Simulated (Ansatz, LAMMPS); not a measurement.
# Structural relaxation of a frame of liquid (Rb,Cs)F from 760 K (72 atoms), part 2 of 3

How does a frame of liquid (Rb,Cs)F from 760 K (72 atoms) relax, and what do bonds, charges and levels look like afterwards?

Ansatz 0.2.0; Kohn-Sham DFT, revPBE, PAW (set soft_2), plane waves.

The cell: 18 Rb, 18 Cs and 36 F. The starting topology of bonds comes from the classical model. The ion parameters were fitted for water, not for melts. The Brillouin zone is sampled at Γ only, in a cell whose shortest periodic width is 13 Å. Spin–orbit coupling is left out.

So far. Step 3 (Single point at the start): The r.m.s. force component of 0.36 eV/Å and the pressure of 1.7 GPa set the starting point.

## (4) Cell and atoms relaxed

The cell is relaxed with the atoms, since the starting lattice needn't suit this functional.

input.yaml reads:

```yaml
crystal:
  lattice:
    - [13.1917, 0.0, 0.0]
    - [0.0, 13.1917, 0.0]
    - [0.0, 0.0, 13.1917]
  atoms:
    [... the 72 atom lines of step 3 ...]
kpoints:
  mp_grid: { grid: [1, 1, 1] }
hamiltonian:
  xc: revpbe
scf:
  occupations: { method: fixed }
output:
  forces: true
relax:
  f_tol: 0.03
  max_steps: 200
  cell: {}
```

Command:

```sh
> ansatz run input.yaml --threads 4 --pin off --max-ram 8192MiB --backend cpu --events-out ev --progress --plain --runs-dir out
```

Numbers of over 12 decimals in the logs are rounded to 6 here.

The program printed:

```text
[...]
Crystal: 72 atoms, lattice volume = 2295.632 Å³
Basis set: ecut = 420 eV, 44713 PW (Γ), exchange–correlation on 180×180×180 points (8 copies of the dense FFT grid, shifted against one another)
Bands: 360, of which v1, the nominal top of the filled ones, is band 288 counted from 1 (287 counted from 0)
Symmetry: 1 space group operations
[...]
k-points: 1
[...]
SCF iter   1: F=—  HF=-190330.242887 eV  |F-HF|=—  |Δ(HF+E_count)|=         —  Δρ=2.85e-3  dr2=2.17e-1  ethr=1.77e-3  ⟨swp⟩=5.0  Hψ=1202  notcnv=0  defer=67
[...]
SCF iter   9: F=-190330.211975 eV  HF=-190330.211975 eV  |F-HF|=1.65e-8  |Δ(HF+E_count)|=   2.46e-7  Δρ=1.44e-6  dr2=5.09e-8  ethr=1.74e-11  ⟨swp⟩=3.0  Hψ=1324  notcnv=0
SCF 1 converged in 9 iterations: F = -190330.211975 eV  dr2 = 5.09e-8
[...]
relax step   1: F+E_penalty+E_count = -190330.21197452 eV  Δ(F+E_penalty+E_count) = +0.000e0 eV  max|allowed force component| = 1.320e0 eV/Å  Δτ_max = 0.0000 Å  P = +1.681 GPa  Ω = 2295.632 Å³  (9 SCF iters, dr2 threshold 1.00e-7 eV, accepted)
[... from here on, the SCF cycles and remarks between the steps are left out ...]
relax step   2: F+E_penalty+E_count = -190333.43541556 eV  Δ(F+E_penalty+E_count) = -3.223e0 eV  max|allowed force component| = 4.487e-1 eV/Å  Δτ_max = 0.1941 Å  P = +0.074 GPa  Ω = 2420.852 Å³  energy of the carried Pulay correction = -1.322e-1 eV  (7 SCF iters, dr2 threshold 7.20e-6 eV, accepted)
relax step   3: F+E_penalty+E_count = -190334.64179789 eV  Δ(F+E_penalty+E_count) = -1.206e0 eV  max|allowed force component| = 2.280e-1 eV/Å  Δτ_max = 0.1942 Å  P = -0.126 GPa  Ω = 2423.223 Å³  energy of the carried Pulay correction = -1.347e-1 eV  (8 SCF iters, dr2 threshold 7.20e-6 eV, accepted)
relax step   4: F+E_penalty+E_count = -190335.32650412 eV  Δ(F+E_penalty+E_count) = -6.847e-1 eV  max|allowed force component| = 1.650e-1 eV/Å  Δτ_max = 0.1950 Å  P = -0.088 GPa  Ω = 2400.879 Å³  energy of the carried Pulay correction = -1.116e-1 eV  (8 SCF iters, dr2 threshold 3.25e-6 eV, accepted)
relax step   5: F+E_penalty+E_count = -190335.66843112 eV  Δ(F+E_penalty+E_count) = -3.419e-1 eV  max|allowed force component| = 1.670e-1 eV/Å  Δτ_max = 0.1920 Å  P = -0.003 GPa  Ω = 2379.947 Å³  energy of the carried Pulay correction = -8.980e-2 eV  (8 SCF iters, dr2 threshold 1.70e-6 eV, accepted)
relax step   6: F+E_penalty+E_count = -190335.83531487 eV  Δ(F+E_penalty+E_count) = -1.669e-1 eV  max|allowed force component| = 9.184e-2 eV/Å  Δτ_max = 0.1957 Å  P = +0.012 GPa  Ω = 2369.312 Å³  energy of the carried Pulay correction = -7.866e-2 eV  (8 SCF iters, dr2 threshold 1.74e-6 eV, accepted)
relax step   7: F+E_penalty+E_count = -190335.95575508 eV  Δ(F+E_penalty+E_count) = -1.204e-1 eV  max|allowed force component| = 6.834e-2 eV/Å  Δτ_max = 0.2000 Å  P = +0.025 GPa  Ω = 2361.675 Å³  energy of the carried Pulay correction = -7.062e-2 eV  (8 SCF iters, dr2 threshold 5.27e-7 eV, accepted)
relax step   8: F+E_penalty+E_count = -190336.04414137 eV  Δ(F+E_penalty+E_count) = -8.839e-2 eV  max|allowed force component| = 5.634e-2 eV/Å  Δτ_max = 0.1971 Å  P = +0.024 GPa  Ω = 2360.071 Å³  energy of the carried Pulay correction = -6.893e-2 eV  (9 SCF iters, dr2 threshold 2.92e-7 eV, accepted)
relax step   9: F+E_penalty+E_count = -190336.05392574 eV  Δ(F+E_penalty+E_count) = -9.784e-3 eV  max|allowed force component| = 2.525e-1 eV/Å  Δτ_max = 0.1986 Å  P = +0.021 GPa  Ω = 2361.587 Å³  energy of the carried Pulay correction = -7.053e-2 eV  (9 SCF iters, dr2 threshold 1.98e-7 eV, accepted)
relax step  10: F+E_penalty+E_count = -190336.14125278 eV  Δ(F+E_penalty+E_count) = -8.733e-2 eV  max|allowed force component| = 4.558e-2 eV/Å  Δτ_max = 0.2000 Å  P = +0.006 GPa  Ω = 2362.009 Å³  energy of the carried Pulay correction = -7.097e-2 eV  (8 SCF iters, dr2 threshold 3.98e-6 eV, accepted)
relax step  11: F+E_penalty+E_count = -190336.18292963 eV  Δ(F+E_penalty+E_count) = -4.168e-2 eV  max|allowed force component| = 3.680e-2 eV/Å  Δτ_max = 0.1950 Å  P = -0.001 GPa  Ω = 2361.366 Å³  energy of the carried Pulay correction = -7.029e-2 eV  (10 SCF iters, dr2 threshold 1.30e-7 eV, accepted)
relax step  12: F+E_penalty+E_count = -190336.20353711 eV  Δ(F+E_penalty+E_count) = -2.061e-2 eV  max|allowed force component| = 8.420e-2 eV/Å  Δτ_max = 0.1900 Å  P = +0.011 GPa  Ω = 2360.101 Å³  energy of the carried Pulay correction = -6.896e-2 eV  (9 SCF iters, dr2 threshold 8.47e-8 eV, accepted)
relax step  13: F+E_penalty+E_count = -190336.22142924 eV  Δ(F+E_penalty+E_count) = -1.789e-2 eV  max|allowed force component| = 5.009e-2 eV/Å  Δτ_max = 0.0782 Å  P = -0.004 GPa  Ω = 2360.377 Å³  energy of the carried Pulay correction = -6.925e-2 eV  (8 SCF iters, dr2 threshold 4.43e-7 eV, accepted)
relax step  14: F+E_penalty+E_count = -190336.25407837 eV  Δ(F+E_penalty+E_count) = -3.265e-2 eV  max|allowed force component| = 2.778e-2 eV/Å  Δτ_max = 0.2000 Å  P = -0.003 GPa  Ω = 2361.153 Å³  energy of the carried Pulay correction = -7.007e-2 eV  (8 SCF iters, dr2 threshold 1.57e-7 eV, accepted)
[...]
relax step  25: F+E_penalty+E_count = -190336.55489832 eV  Δ(F+E_penalty+E_count) = -3.134e-2 eV  max|allowed force component| = 3.939e-2 eV/Å  Δτ_max = 0.2000 Å  P = +0.007 GPa  Ω = 2349.673 Å³  energy of the carried Pulay correction = -5.793e-2 eV  (10 SCF iters, dr2 threshold 1.12e-7 eV, accepted)
relax step  26: F+E_penalty+E_count = -190336.58876643 eV  Δ(F+E_penalty+E_count) = -3.387e-2 eV  max|allowed force component| = 4.778e-2 eV/Å  Δτ_max = 0.1950 Å  P = +0.011 GPa  Ω = 2346.248 Å³  energy of the carried Pulay correction = -5.430e-2 eV  (9 SCF iters, dr2 threshold 9.70e-8 eV, accepted)
relax step  27: F+E_penalty+E_count = -190336.61527350 eV  Δ(F+E_penalty+E_count) = -2.651e-2 eV  max|allowed force component| = 6.835e-2 eV/Å  Δτ_max = 0.1920 Å  P = -0.003 GPa  Ω = 2346.970 Å³  energy of the carried Pulay correction = -5.507e-2 eV  (8 SCF iters, dr2 threshold 1.43e-7 eV, accepted)
relax step  28: F+E_penalty+E_count = -190336.52971596 eV  Δ(F+E_penalty+E_count) = +8.556e-2 eV  max|allowed force component| = 1.728e-1 eV/Å  Δτ_max = 0.1978 Å  P = -0.002 GPa  Ω = 2346.256 Å³  energy of the carried Pulay correction = -5.431e-2 eV  (8 SCF iters, dr2 threshold 2.92e-7 eV, rejected (line search))
relax step  29: F+E_penalty+E_count = -190336.65112250 eV  Δ(F+E_penalty+E_count) = -3.585e-2 eV  max|allowed force component| = 2.958e-2 eV/Å  Δτ_max = 0.0989 Å  P = +0.001 GPa  Ω = 2344.656 Å³  energy of the carried Pulay correction = -5.261e-2 eV  (12 SCF iters, accepted)
relax step  30: F+E_penalty+E_count = -190336.67216278 eV  Δ(F+E_penalty+E_count) = -2.104e-2 eV  max|allowed force component| = 2.377e-2 eV/Å  Δτ_max = 0.0972 Å  P = +0.004 GPa  Ω = 2343.136 Å³  energy of the carried Pulay correction = -5.100e-2 eV  (11 SCF iters, accepted)
relax step  31: F+E_penalty+E_count = -190336.76437366 eV  Δ(F+E_penalty+E_count) = -9.221e-2 eV  max|allowed force component| = 2.378e-2 eV/Å  Δτ_max = 0.0000 Å  P = +0.076 GPa  Ω = 2343.136 Å³  stress off target by 1.61e-1 GPa  SCF on the basis re-selected at this cell (its energy is not comparable with the rows above)  (7 SCF iters)
relax step  32: F+E_penalty+E_count = -190336.78282910 eV  Δ(F+E_penalty+E_count) = -1.846e-2 eV  max|allowed force component| = 3.210e-2 eV/Å  Δτ_max = 0.1455 Å  P = +0.039 GPa  Ω = 2348.168 Å³  energy of the carried Pulay correction = -5.184e-3 eV  (9 SCF iters, dr2 threshold 6.46e-8 eV, accepted)
relax step  33: F+E_penalty+E_count = -190336.79633961 eV  Δ(F+E_penalty+E_count) = -1.351e-2 eV  max|allowed force component| = 3.491e-2 eV/Å  Δτ_max = 0.1970 Å  P = -0.013 GPa  Ω = 2355.867 Å³  energy of the carried Pulay correction = -1.330e-2 eV  (8 SCF iters, dr2 threshold 6.44e-8 eV, accepted)
relax step  34: F+E_penalty+E_count = -190336.80644452 eV  Δ(F+E_penalty+E_count) = -1.010e-2 eV  max|allowed force component| = 4.157e-2 eV/Å  Δτ_max = 0.1950 Å  P = -0.049 GPa  Ω = 2360.440 Å³  energy of the carried Pulay correction = -1.826e-2 eV  (9 SCF iters, dr2 threshold 7.62e-8 eV, accepted)
relax step  35: F+E_penalty+E_count = -190336.80141517 eV  Δ(F+E_penalty+E_count) = +5.029e-3 eV  max|allowed force component| = 1.211e-1 eV/Å  Δτ_max = 0.1941 Å  P = +0.042 GPa  Ω = 2344.921 Å³  energy of the carried Pulay correction = -1.996e-3 eV  (10 SCF iters, dr2 threshold 1.08e-7 eV, rejected (line search))
relax step  36: F+E_penalty+E_count = -190336.83846053 eV  Δ(F+E_penalty+E_count) = -3.202e-2 eV  max|allowed force component| = 2.222e-2 eV/Å  Δτ_max = 0.0948 Å  P = -0.006 GPa  Ω = 2352.024 Å³  energy of the carried Pulay correction = -9.325e-3 eV  (11 SCF iters, accepted)
relax step  37: F+E_penalty+E_count = -190336.85126801 eV  Δ(F+E_penalty+E_count) = -1.281e-2 eV  max|allowed force component| = 2.222e-2 eV/Å  Δτ_max = 0.0000 Å  P = -0.001 GPa  Ω = 2352.024 Å³  stress off target by 3.58e-2 GPa  SCF on the basis re-selected at this cell (its energy is not comparable with the rows above)  (7 SCF iters)
[...]
SCF converged after 7 iterations
Free energy (F): -190336.851268 eV
[...]
Internal energy: -190336.851268 eV  (E = F + TS)
E sigma→0 (E₀):  -190336.851268 eV
Fermi energy:    0.917968 eV
[...]
--- Forces (eV/Å), atoms counted from 1 ---
  atom   1  Rb     0.00113644     0.00490804     0.00759535
  atom   2  Rb    -0.00084619    -0.00681760     0.00577515
  atom   3  Rb     0.00370870    -0.00870815    -0.00216319
  atom   4  Rb    -0.00500129    -0.00261835     0.00365653
  atom   5  Rb    -0.00243483     0.00883099     0.00520142
  atom   6  Rb     0.00848540    -0.00616736    -0.01352062
  atom   7  Rb     0.00636090     0.00131658    -0.00283525
  atom   8  Rb    -0.01096277    -0.00171355     0.00539397
  atom   9  Rb     0.00590353     0.00057555    -0.00259853
  atom  10  Rb    -0.01394961     0.00113478     0.01196158
  atom  11  Rb    -0.00469471    -0.00012886    -0.00853118
  atom  12  Rb     0.00796262    -0.00187085    -0.01368216
  atom  13  Rb     0.00047978    -0.00078334    -0.00509148
  atom  14  Rb    -0.00432098     0.00001865    -0.00143310
[...]
atom  71  F     -0.00290514     0.00082933     0.00598951
  atom  72  F      0.00257090     0.00447167     0.00403054
  max |Σ_I F_I| component: 3.82e-6 eV/Å
--- Stress (GPa, compression-positive) ---
        0.014316      -0.017622       0.013819
       -0.017622       0.009407      -0.013924
        0.013819      -0.013924      -0.026543
  P = ⅓ Tr σ = -0.0009 GPa (-0.009 kbar)
--- Relaxed structure (35 steps of the walk, 33 accepted, 2 SCFs on fresh bases) ---
  F+E_penalty+E_count = -190336.85126801 eV   max|allowed force component| = 2.222e-2 eV/Å   (the final SCF, on the basis selected at the relaxed cell)
  cell:  # Å, volume = 2352.0236 Å³
    - [13.401312, -0.216678, -0.083951]
    - [-0.216678, 13.529879, 0.090247]
    - [-0.083951, 0.090247, 12.976275]
  atoms:
    - { symbol: Rb, position: [0.600649, 0.558127, 0.347473] }
    - { symbol: Rb, position: [0.729831, 0.855437, 0.457903] }
    - { symbol: Rb, position: [0.992489, 0.329649, 0.734462] }
    - { symbol: Rb, position: [0.975260, 0.888466, 0.041489] }
[...]
- { symbol: F, position: [0.993856, 0.140631, 0.821259] }
```

Run time: 11 min. Hardware: 4 threads of Arm Neoverse V2, shared host; peak memory 2.5 GiB; 44 min of CPU time.

Relaxation path (22 of 37):

```
step  energy less that of the first step (eV)  largest force component (eV/Å)  pressure (GPa)  volume (Å³)
   1                                   0.0000                          1.3196            1.68      2295.63
   3                                  -4.4298                          0.2280           -0.13      2423.22
   4                                  -5.1145                          0.1650           -0.09      2400.88
   6                                  -5.6233                          0.0918            0.01      2369.31
   8                                  -5.8322                          0.0563            0.02      2360.07
  10                                  -5.9293                          0.0456            0.01      2362.01
  11                                  -5.9710                          0.0368            0.00      2361.37
  13                                  -6.0095                          0.0501            0.00      2360.38
  15                                  -6.0656                          0.0412            0.00      2361.58
  16                                  -6.0856                          0.0363            0.01      2362.89
  18                                  -6.1097                          0.0789            0.00      2367.43
  20                                  -6.1833                          0.1239            0.02      2364.06
  22                                  -6.2296                          0.1295            0.00      2366.19
  23                                  -6.2820                          0.0246            0.01      2358.41
  25                                  -6.3429                          0.0394            0.01      2349.67
  27                                  -6.4033                          0.0683            0.00      2346.97
  28                                  -6.3177                          0.1728            0.00      2346.26
  30                                  -6.4602                          0.0238            0.00      2343.14
  32                                  -6.5709                          0.0321            0.04      2348.17
  34                                  -6.5945                          0.0416           -0.05      2360.44
  35                                  -6.5894                          0.1211            0.04      2344.92
 37*                                  -6.6393                          0.0222            0.00      2352.02
```

Relaxation steps marked * repeat the geometry before them on a plane-wave basis chosen anew for their cell, so energy and pressure can jump there. Other such steps can lie between the rows shown. Relaxation steps 28, 35 were tried and not accepted.

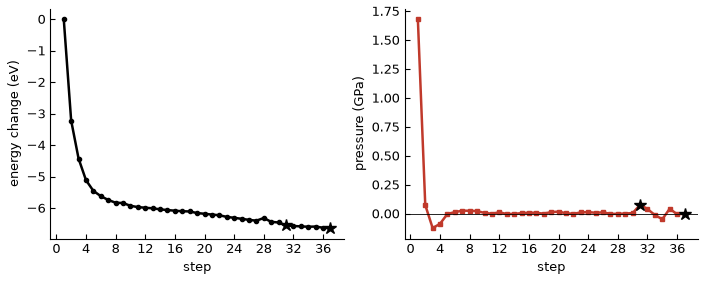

Energy and pressure along the relaxation. Stars mark steps on a basis chosen anew.

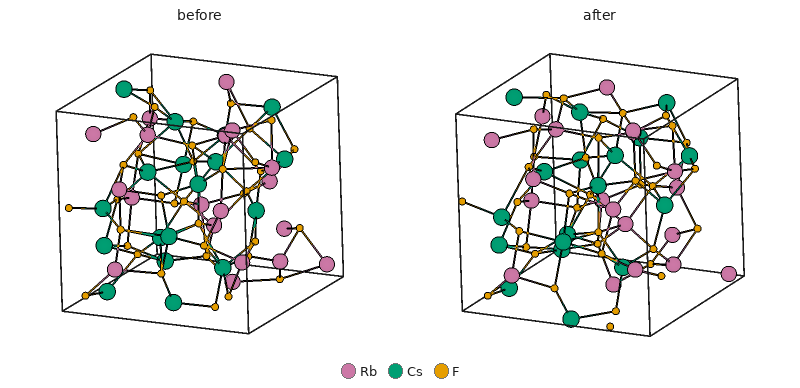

The structure before and after the relaxation, drawn at the same scale. Bonds to atoms that aren't drawn are left out.

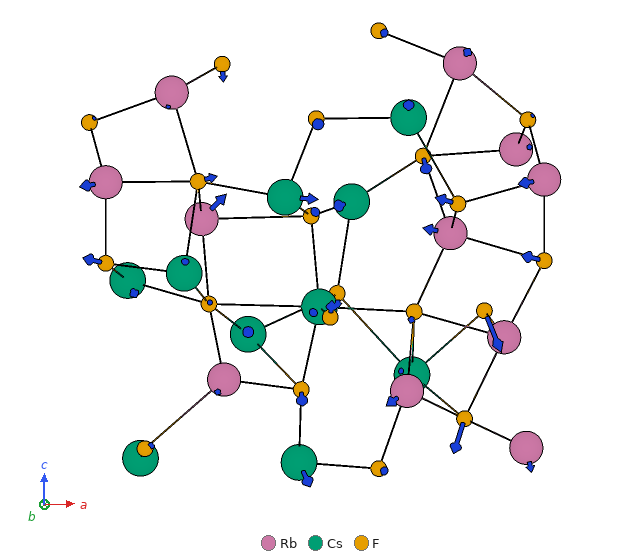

Displacements in the relaxation, scaled, measured against the changing cell; the longest in the cell stands for 2.24 Å. Drawn is a slice 7 Å thick, seen along the normal of the ac plane.

```
     cell as run  before   after  change
           a (Å)  13.192  13.403  +1.6 %
           b (Å)  13.192  13.532  +2.6 %
           c (Å)  13.192  12.977  -1.6 %
           α (°)   90.00   89.21  -0.9 %
           β (°)   90.00   90.74  +0.8 %
           γ (°)   90.00   91.85  +2.1 %
volume (Å³/atom)   31.88   32.67  +2.5 %
```

The atoms that moved most (Å, as changes of fractional coordinates times the final cell):

```
atom      dx      dy      dz  length
 F48  -0.609  -1.598  -1.442   2.236
 F44   1.983   0.787   0.312   2.157
 F39   0.709  -0.785  -1.816   2.101
 F47  -1.842  -0.466   0.882   2.095
 F43   1.470  -0.561   1.296   2.039
 F70  -0.985   1.396  -0.748   1.865
 F42   0.256   1.138  -0.862   1.450
Rb16  -0.781  -1.161   0.000   1.399
```

The relaxation changed the energy by -92.2 meV/atom, and atoms moved by 0.93 Å r.m.s., 2.2 Å at most.

## (5) Structure statistics after relaxation

Bonds before and after, by the cutoffs listed below:

```
pair  bonds before  bonds after  mean before (Å)  mean after (Å)  spread before (Å)  spread after (Å)
F-Cs            85           86            2.946           3.046              0.230             0.142
F-Rb            79           82            2.887           2.892              0.209             0.123
```

Density 3.26 g/cm³, 32.67 Å³ an atom.

g(r), total and by pair (bins of 0.2 Å):

```
r (Å)  total   F-F  F-Cs  F-Rb  Cs-Cs  Cs-Rb  Rb-Rb
 2.60   0.15  0.00  0.00  0.60   0.00   0.00   0.00
 2.80   2.27  0.00  1.41  7.66   0.00   0.00   0.00
 3.00   3.45  0.00  8.41  5.38   0.00   0.00   0.00
 3.20   0.92  0.00  3.12  0.56   0.00   0.00   0.00
 3.40   0.18  0.00  0.37  0.36   0.00   0.00   0.00
 3.60   0.31  0.44  0.45  0.34   0.00   0.00   0.00
 3.80   0.75  1.69  0.41  0.10   0.38   0.81   1.21
 4.00   1.38  2.34  0.09  0.27   2.50   2.52   3.64
 4.20   1.23  1.79  0.24  0.08   2.92   2.96   2.27
 4.40   1.23  2.17  0.15  0.59   2.10   1.95   2.06
 4.60   1.09  1.97  0.34  0.34   2.19   1.65   1.35
 4.80   1.02  1.20  0.44  0.50   1.26   1.75   2.98
 5.00   1.03  1.49  0.80  0.74   1.40   1.04   0.93
 5.20   0.85  0.91  0.69  0.74   1.08   1.07   1.08
 5.40   0.90  1.04  0.69  0.90   1.39   0.79   0.99
 5.60   1.00  0.73  1.43  1.21   1.11   0.55   0.36
 5.80   0.85  0.61  0.99  1.07   1.02   0.61   0.69
 6.00   1.11  0.48  1.80  1.68   0.65   0.57   0.16
 6.20   0.97  0.83  1.23  1.27   0.30   0.75   0.45
 6.40   1.17  0.49  1.94  1.69   0.29   0.77   0.28
```

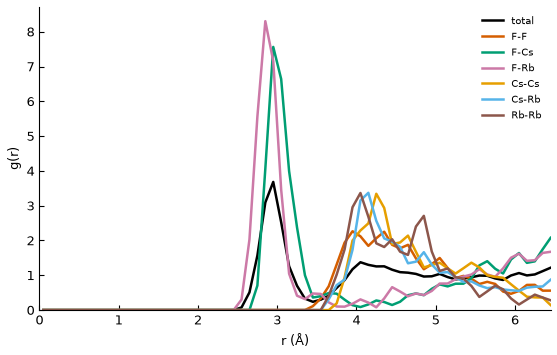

Pair distribution functions, lightly smoothed.

Bonds by pair of elements; cutoffs follow the first minimum of g(r), held within bounds set by covalent radii, and pairs that aren't listed don't count as bonded:

```
pair A-B  cutoff (Å)  bonds  mean length (Å)  spread (Å)  shortest (Å)  B about A  A about B
    F-Cs        3.52     86             3.05       0.142          2.83       2.39       4.78
    F-Rb        3.38     82             2.89       0.123          2.69       2.28       4.56
```

How many atoms have how many bonded neighbours:

```
element  mean  3   4   5  6
     Cs  4.78  2   2  12  2
      F  4.67  0  15  18  3
     Rb  4.56  0   8  10  0
```

Bond angles (no mean is given where the spread exceeds 20°):

```
  angle  count  mean (°)  spread (°)
 F-Cs-F    168         -           -
Cs-F-Rb    162         -           -
 F-Rb-F    148         -           -
Cs-F-Cs     82         -           -
Rb-F-Rb     71         -           -
```

Bond length by coordination (bonds to H left out):

```
element  coordination  atoms  mean bond length (Å)
     Cs             3      2                  2.91
     Cs             4      2                  2.94
     Cs             5     12                  3.06
     Cs             6      2                  3.10
      F             4     15                  2.89
      F             5     18                  3.00
      F             6      3                  3.06
     Rb             4      8                  2.86
     Rb             5     10                  2.91
```

For some of the pairs, g(r) has its first main peak near 3.0 Å (F-Cs), 2.9 Å (F-Rb), 4.2 Å (Cs-Cs), 4.1 Å (Cs-Rb) and 4.0 Å (Rb-Rb). With the cutoffs above, 67 % of Cs atoms have 5, 50 % of F atoms have 5 and 56 % of Rb atoms have 5 bonded neighbours.

(Part 2 of 3 ends here.)

[Logs are printed without paths, hosts, clocks, repeated set-up lines and the standing remarks that a program may print on its own settings, such as how far it seeks lower states.]

[Hosts, paths, dates, database ids (printed as entryN), source tags and the programs' standing remarks are cut or masked in the printed files.]
